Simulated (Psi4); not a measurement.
# SiHF (SMILES F[SiH]): HF/cc-pVQZ-DK (sfX2C, sweep point 3)

Aim: the energy change on altering one bond length of SiHF at HF/cc-pVQZ-DK (sfX2C, sweep point 3), from 2 runs. The job is set up through a Python script.

Program for the calculation: Psi4 1.11.

## 1. The molecule

SiHF has 3 atoms, charge 0, and is taken as a singlet. As SMILES, `F[SiH]`. The coordinates come from a PBE0-D4/def2-TZVP relaxation.

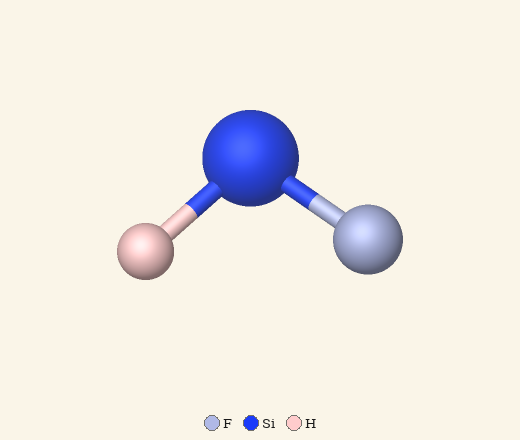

Viewed from a chosen angle; fluorine light blue, silicon blue, hydrogen pink.

## 2. The energy at HF/cc-pVQZ-DK (sfX2C, sweep point 3)

The input, job.py:

```python
import psi4

psi4.set_memory(1600000000)
psi4.set_num_threads(1)
psi4.set_output_file('run.log', False)

molecule = psi4.geometry("""
F     -1.090200     0.024400    -0.602300
Si     0.186800     0.629400     0.173800
H      0.892400    -0.718600     0.415300
units angstrom
symmetry c1
""")

options = {'basis': 'cc-pVQZ-DK', 'puream': True, 'scf_type': 'pk', 'relativistic': 'x2c'}
psi4.set_options(options)

E = psi4.energy("hf")
print(f'total energy {E:.8f} hartree = {E * 27.211386:.5f} eV')
```

Started as:

```sh
$ python job.py
```

run.log, cut to the lines that bear on the results:

```text
[...]
  Running in c1 symmetry.
[...]
  Nuclear repulsion =   48.194575348987868
[...]
  Multiplicity = 1
[...]
  Nalpha       = 12
  Nbeta        = 12
[...]
    Number of basis functions: 144
[...]
    WARNING: The X2C and Dirac Hamiltonians have substatially different eigenvalues!
             This is probably caused by the recontraction of the basis set.
[...]
   @RHF iter   1:  -389.67235643728543   -7.52499e-01   2.22462e-03 ADIIS/DIIS
[...]
   @RHF iter   6:  -389.70875226607870   -7.13593e-07   9.37419e-07 DIIS
[...]
    Orbital Energies [Eh]
    ---------------------
    Doubly Occupied:
       1A    -68.999925     2A    -26.314073     3A     -6.203599
       4A     -4.279064     5A     -4.278259     6A     -4.276416
       7A     -1.591597     8A     -0.759951     9A     -0.673991
      10A     -0.658304    11A     -0.565586    12A     -0.351915
[...]
  @RHF Final Energy:  -389.70875226607870
   => Energetics <=
    Nuclear Repulsion Energy =             48.1945753489878683
    One-Electron Energy =                -637.9012558974829972
    Two-Electron Energy =                 199.9979282824164102
    Total Energy =                       -389.7087522660787045
[...]
 Multipole Moments:
 ------------------------------------------------------------------------------------
     Multipole            Electronic (a.u.)      Nuclear  (a.u.)        Total (a.u.)
 ------------------------------------------------------------------------------------
 L = 1.  Multiply by 2.5417464519 to convert [e a0] to [Debye]
 Dipole X            :         -1.6714927            2.1060013            0.4345087
 Dipole Y            :          0.7527903           -0.6919729            0.0608173
 Dipole Z            :         -0.0000000            0.0000000           -0.0000000
 Magnitude           :                                                    0.4387443
[...]
```

Standard output:

```text
total energy -389.70875227 hartree = -10604.51529 eV
```

Wall time 10 s (1 thread of AMD EPYC 7R43 (Zen 3), shared host); peak memory 1.2 GiB.

## 3. The distorted shape at the same level

The input, run.py:

```python
import psi4

psi4.set_memory('1600 MB')
psi4.set_num_threads(1)
psi4.core.set_output_file('output.dat', False)

geom = psi4.geometry("""
0 1
F     -1.231338     0.294034    -0.650606
Si     0.045662     0.899034     0.125494
H      0.892400    -0.718600     0.415300
units angstrom
symmetry c1
""")

psi4.set_options(dict(reference='rhf', puream=True, scf_type='pk', relativistic='x2c'))

e_tot = psi4.energy("hf/cc-pVQZ-DK")
print(f'total energy {e_tot:.8f} hartree = {e_tot * 27.211386:.5f} eV')
```

Started as:

```sh
$ python run.py
```

output.dat, cut to the lines that bear on the results:

```text
[...]
  Running in c1 symmetry.
[...]
  Nuclear repulsion =   47.209408746741744
[...]
  Multiplicity = 1
[...]
  Nalpha       = 12
  Nbeta        = 12
[...]
    Number of basis functions: 144
[...]
    WARNING: The X2C and Dirac Hamiltonians have substatially different eigenvalues!
             This is probably caused by the recontraction of the basis set.
[...]
   @RHF iter   1:  -389.65233368149381   -8.19330e-01   2.23049e-03 DIIS/ADIIS
[...]
   @RHF iter   7:  -389.68861851526322   -3.53444e-08   2.77091e-07 DIIS
[...]
    Orbital Energies [Eh]
    ---------------------
    Doubly Occupied:
       1A    -69.027847     2A    -26.324640     3A     -6.227425
       4A     -4.302297     5A     -4.301524     6A     -4.299500
       7A     -1.601208     8A     -0.764018     9A     -0.678940
      10A     -0.667623    11A     -0.527940    12A     -0.349272
[...]
  @RHF Final Energy:  -389.68861851526322
   => Energetics <=
    Nuclear Repulsion Energy =             47.2094087467417438
    One-Electron Energy =                -635.6515226954652462
    Two-Electron Energy =                 198.7534954334603299
    Total Energy =                       -389.6886185152632152
[...]
 Multipole Moments:
 ------------------------------------------------------------------------------------
     Multipole            Electronic (a.u.)      Nuclear  (a.u.)        Total (a.u.)
 ------------------------------------------------------------------------------------
 L = 1.  Multiply by 2.5417464519 to convert [e a0] to [Debye]
 Dipole X            :         -2.0042812            2.2436173            0.2393361
 Dipole Y            :          1.3868949           -0.9458513            0.4410436
 Dipole Z            :         -0.0000000           -0.0000000           -0.0000000
 Magnitude           :                                                    0.5017980
[...]
```

The script printed:

```text
total energy -389.68861852 hartree = -10603.96742 eV
```

Wall time 9.9 s (1 thread of AMD EPYC 7R43 (Zen 3), shared host); peak memory 1.2 GiB.

## 4. Outcome

Level: HF/cc-pVQZ-DK (sfX2C, sweep point 3).

| quantity | value |
| --- | --- |
| first shape: total energy | -389.70875 Eh |
| first shape: dipole moment | 1.12 D |
| first shape: HOMO energy | -9.58 eV |
| first shape: LUMO energy | 0.42 eV |
| first shape: HOMO–LUMO gap | 10.00 eV |
| distorted shape: total energy | -389.68862 Eh |
| distorted shape: dipole moment | 1.28 D |
| distorted shape: HOMO energy | -9.50 eV |
| distorted shape: LUMO energy | 0.26 eV |
| distorted shape: HOMO–LUMO gap | 9.77 eV |
| energy change with the Si2–H3 bond stretched from 1.541 to 1.849 Å | 0.548 eV |

With the Si2–H3 bond stretched from 1.541 to 1.849 Å the energy rises by 0.55 eV (52.9 kJ/mol). The first shape isn't relaxed at this level, so the change isn't measured from a minimum.
